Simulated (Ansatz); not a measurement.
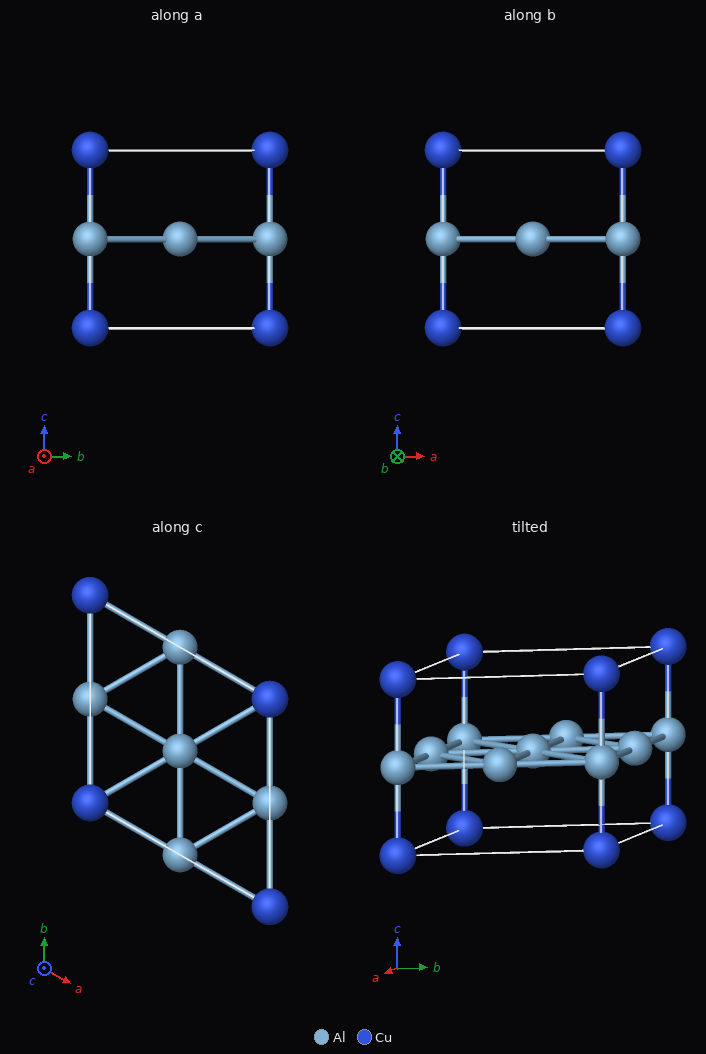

Drawn in the ball-and-stick manner and seen along the a axis, along the b axis, along the c axis and slightly off an axis. The edges of the conventional unit cell are marked.

Lattice parameters: a = 5.3993 Å, b = 5.3993 Å, c = 4.6266 Å, α = 90.000°, β = 90.000°, γ = 120.000°.

Question: Transcribe the picture into a CIF in P1 with every atom of the cell.

Answer:
```cif
data_structure
_symmetry_space_group_name_H-M 'P 1'
_symmetry_Int_Tables_number 1
_cell_length_a 5.3993
_cell_length_b 5.3993
_cell_length_c 4.6266
_cell_angle_alpha 90.000
_cell_angle_beta 90.000
_cell_angle_gamma 120.000
_cell_volume 116.81
loop_
_atom_site_label
_atom_site_type_symbol
_atom_site_fract_x
_atom_site_fract_y
_atom_site_fract_z
_atom_site_occupancy
Al1 Al 0.0000 0.0000 0.5000 1
Al2 Al 0.5000 0.5000 0.5000 1
Al3 Al 0.5000 0.0000 0.5000 1
Al4 Al 0.0000 0.5000 0.5000 1
Cu1 Cu 0.0000 0.0000 0.0000 1
```

The cell started as a random cell made by a generator, so it need not be a real form of the compound. What is shown is the relaxed result from Ansatz, DFT PBE, scalar-relativistic, plane waves, PAW.
